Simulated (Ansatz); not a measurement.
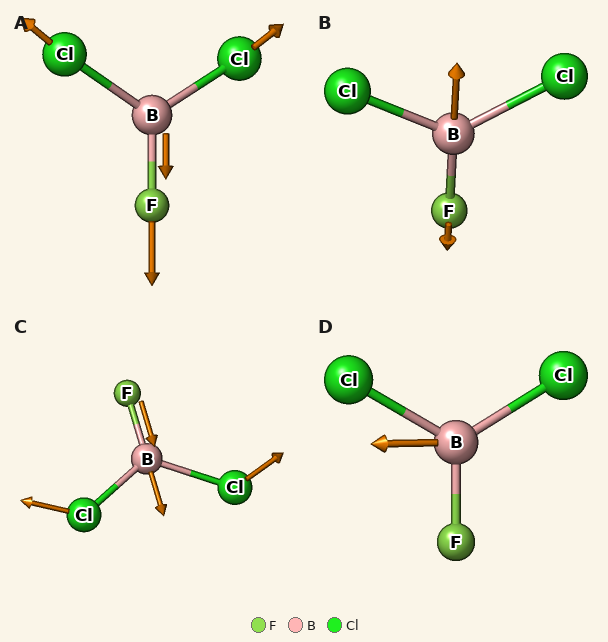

4 normal modes of one molecule or complex, as arrows. Harmonic vibrations computed with RKS PBE0-D4/def2-TZVP (Ansatz 0.2.0) at a stationary point of the same level.

Question: Match the panels to the wavenumbers 265 cm⁻¹, 565 cm⁻¹, 1009 cm⁻¹, 1347 cm⁻¹.

Answer: A: 565 cm⁻¹, in-phase stretching of 2 B–Cl bonds
B: 1347 cm⁻¹, B–F stretching
C: 265 cm⁻¹, Cl–B–Cl bending
D: 1009 cm⁻¹
